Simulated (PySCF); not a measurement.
Run report: C₃H₁₂AsGa, excited-state calculation

System: C₃H₁₂AsGa.
Method: TDA PBE0/def2-SVPD, vertical, gas phase, core orbitals frozen in the response (PySCF 2.14.0).

The geometry comes from this level: GFN2-xTB. It belongs to a series of runs on one base structure; here: PBE0/def2-SVPD; 3 states, TDA; conv 1e-07.

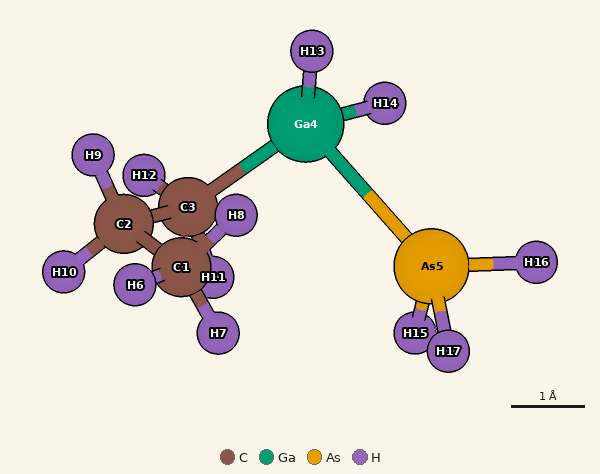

Fig. 1: The input geometry (ball-and-stick view, seen at a tilt; atoms are numbered from 1 in the order of the input). Sticks mark near contacts. Bond lengths as drawn: As–Ga 2.79 Å, As–H 1.49 to 1.50 Å, C–C 1.52 to 1.53 Å, C–Ga 2.04 Å, C–H 1.09 to 1.10 Å and Ga–H 1.57 to 1.59 Å.

**The input**
```
{"job": {"kind": "uv", "xc": "PBE0", "basis": "def2-SVPD", "nstates": 3, "ntriplets": 0, "tda": true, "scf": {"conv": 1e-07}}, "charge": 0, "multiplicity": 1}
C     -1.415325    -0.805478     0.649548
C     -1.800244     0.586357     0.165860
C     -0.657755     1.231542    -0.628839
Ga     1.091164     1.299161     0.412555
As     2.079042    -1.248441    -0.162655
H     -2.252475    -1.296987     1.141036
H     -1.092458    -1.424529    -0.193954
H     -0.585769    -0.729632     1.363195
H     -2.034336     1.210002     1.035001
H     -2.704501     0.522704    -0.449646
H     -0.495172     0.656766    -1.555086
H     -0.971351     2.233602    -0.953653
H      1.182122     1.259659     1.982404
H      2.419831     1.846661    -0.261291
H      1.860975    -1.140487    -1.631390
H      3.534877    -1.460960    -0.390769
H      1.834376    -2.727912    -0.233301
```

The first line tells a small driver script what to run in PySCF; the rest is the geometry in Å.

Hardware: 1 CPU thread, shared host.

Launched with:
```bash
OMP_NUM_THREADS=1 python <driver script> task.json out
```

**What the program printed**
```
final grid: 124456 points
cycle   1  E = -4280.8910210558  dE = -1.220e+00  |g| = 5.955e-01  |ddm| = 5.183e+00
cycle   2  E = -4280.8587059266  dE =  3.232e-02  |g| = 7.362e-01  |ddm| = 1.483e+00
cycle   3  E = -4280.9518308581  dE = -9.312e-02  |g| = 5.289e-02  |ddm| = 8.683e-01
cycle   4  E = -4280.9524851724  dE = -6.543e-04  |g| = 2.017e-02  |ddm| = 1.063e-01
cycle   5  E = -4280.9525790324  dE = -9.386e-05  |g| = 5.449e-03  |ddm| = 3.224e-02
cycle   6  E = -4280.9525859107  dE = -6.878e-06  |g| = 1.184e-03  |ddm| = 8.665e-03
cycle   7  E = -4280.9525862236  dE = -3.129e-07  |g| = 2.056e-04  |ddm| = 2.303e-03
cycle   8  E = -4280.9525862328  dE = -9.108e-09  |g| = 7.267e-05  |ddm| = 4.730e-04
converged SCF energy = -4280.9525862328

Static polarisability (au): isotropic 105.760, principal 91.594 106.442 119.243

Singlet excitations
state   eV       nm        f      main configurations
  1   5.1970    238.6   0.00678   H->L 0.98
  2   5.5507    223.4   0.01396   H-1->L 0.98
  3   6.3438    195.4   0.02074   H->L+1 0.96
```

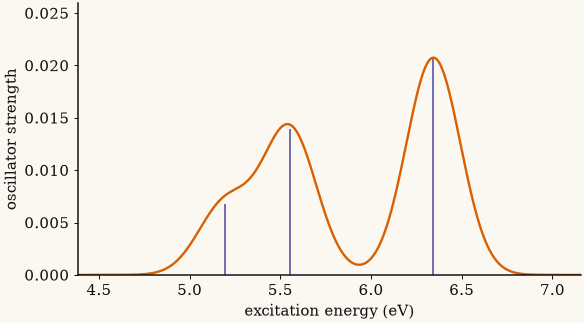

Fig. 2: Computed excitations as sticks (degenerate states added up, dark ones marked on the axis), with a Gaussian envelope of 0.35 eV full width at half maximum, scaled to the tallest. Of the 3 states the lowest lies at 5.20 eV (f = 0.007); the strongest line is at 6.34 eV, or 195 nm (f = 0.021).

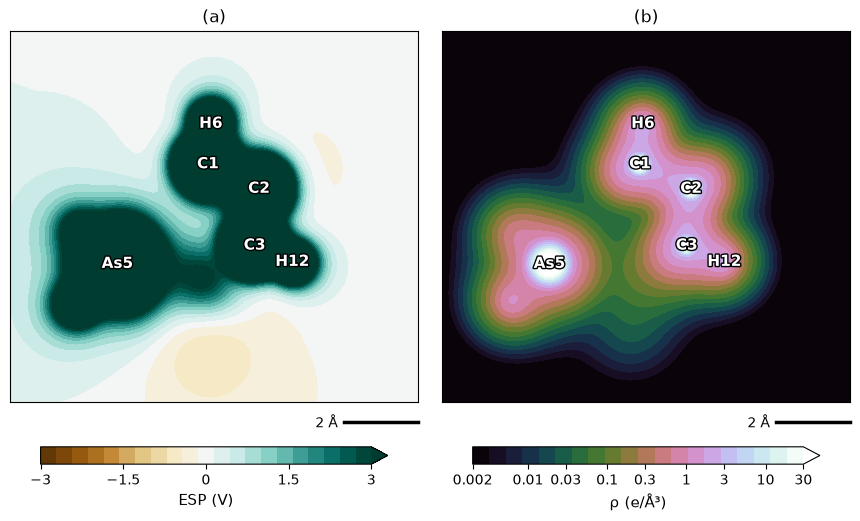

Fig. 3: (a) molecular electrostatic potential; (b) total electron density on the plane of atoms C2, C1 and H6. The section cuts through C, As and H sites. C–C (1.52 Å): ρ is about 1.7 e/Å³ halfway. C–H (1.09 Å): ρ is about 1.9 e/Å³ halfway.

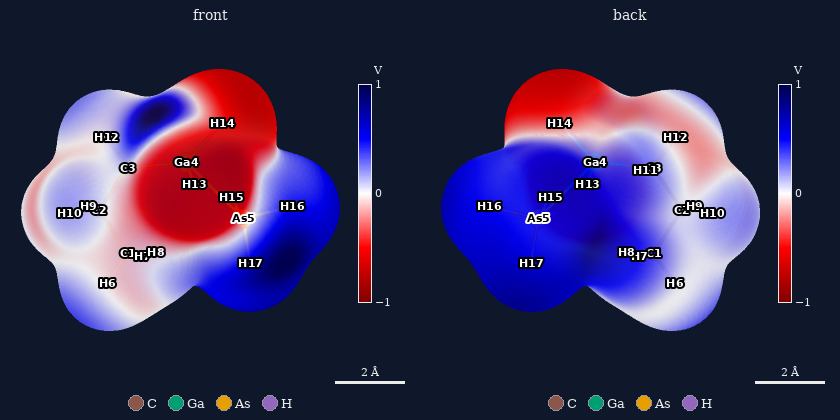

Fig. 4: The molecular electrostatic potential painted on the density surface at 0.001 e/bohr³, seen at a tilt and from behind; red is negative and blue positive.

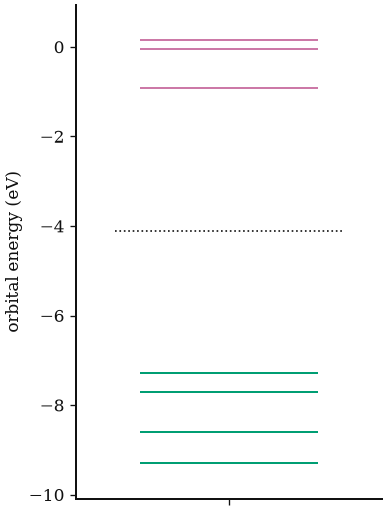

Fig. 5: Orbital energies near the frontier; the dotted line parts filled from empty levels, and levels within 0.02 eV of each other stand side by side. Highest filled −7.29 eV, lowest empty −0.92 eV, 6.37 eV apart.

**Summary**

- outcome: converged
- total energy: −4280.952586 hartree
- HOMO: −7.29 eV
- LUMO: −0.92 eV
- dipole moment: 2.41 D
- mean polarisability: 105.76 a.u.
- lowest excitation: 5.20 eV
- wall time: 35 s
- peak memory: 0.89 GiB

Settings chosen away from the usual ones: PBE0/def2-SVPD; 3 states, TDA; conv 1e-07. Spin–orbit coupling is left out, which matters for the heavy atoms.
